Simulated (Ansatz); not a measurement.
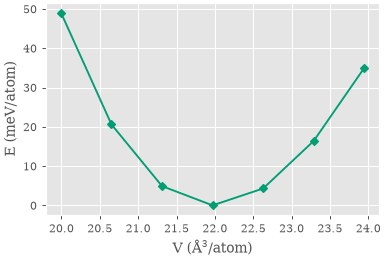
Figure. SiGe in space group Pmma (No. 51; Si on 2e, Ge on 2f) under volume change, PBE (plane waves, PAW; program Ansatz), shape and atoms relaxed at each volume.

What does a third-order Birch–Murnaghan fit give for V₀, B₀ and B′?

V₀ = 21.97 Å³/atom, B₀ = 74.1 GPa, B′ = 4.6.

The start of the workflow was typed in or built on a structure type; neither database checked (COD, Materials Project) lists it. Whether it is the stable phase at ambient conditions was not checked. The PBE relaxation kept the symmetry of its start; whether a distortion lowers the energy is not shown.

Potentials: the later of the program's two PAW sets.
